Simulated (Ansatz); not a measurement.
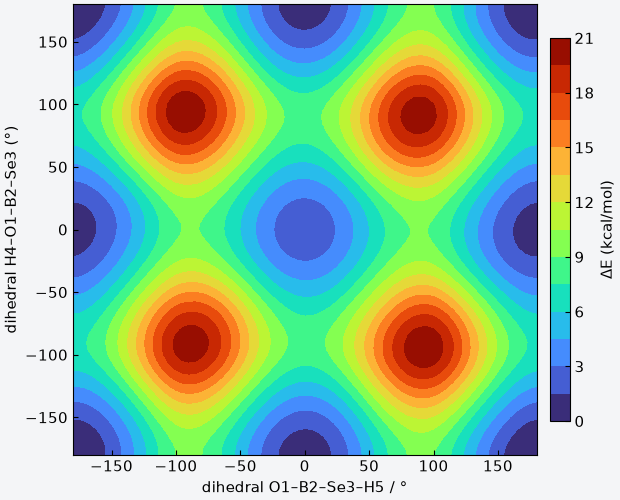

BH2OSe, SMILES O[B][SeH], spin multiplicity 2. 
- The first coordinate is: dihedral O1–B2–Se3–H5; the second: dihedral H4–O1–B2–Se3.
- Nothing is relaxed (all other coordinates rigid).
- The grid has 9 × 9 points; 41 points were computed and 40 follow by symmetry.
- Points are written as (first, second).
- Energies are in kcal/mol, from the lowest grid point.
- Theory: UKS r2SCAN-D4/def2-TZVP in Ansatz.

In the figure: filled contours. Between grid points the surface is interpolated.

The lowest grid point is at (−180°, −180°). Higher local minima lie near (−180°, −20°) (1.4 kcal/mol above the lowest at that grid point); (−20°, −180°) (1.4 kcal/mol above the lowest at that grid point); (−20°, 20°) (3.3 kcal/mol above the lowest at that grid point). The highest grid point, (−100°, 100°), lies 20.3 kcal/mol above the lowest. On the interpolated surface the easiest way out of the lowest well to the well at about (−180°, 0°) passes a barrier of about 7.2 kcal/mol. Round the minimum the two coordinates are weakly coupled (coupling −0.11 in units of the two stiffnesses).

The level of theory is changed to Ansatz 0.2.0, UHF/def2-TZVP; with it change the reference geometry, relaxed at the new level; the new grid has 18 × 18 points, laid about the new relaxed structure.

Question: What does this change do to the map?

Answer: The lowest place stays at (−180°, −180°). The span from the lowest to the highest grid point shrinks from 20.3 to 19.3 kcal/mol. The easiest pass out of the lowest well goes from about 7.2 to about 7.9 kcal/mol on the interpolated surfaces.

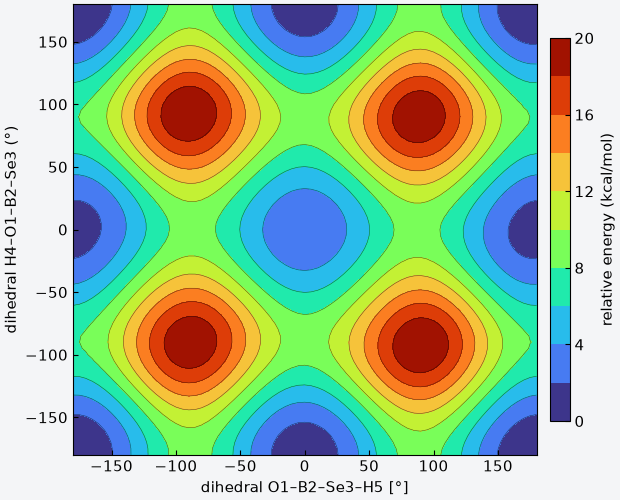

The map after the change, on a colour scale of its own. In the figure: filled contours. Between grid points the surface is interpolated.
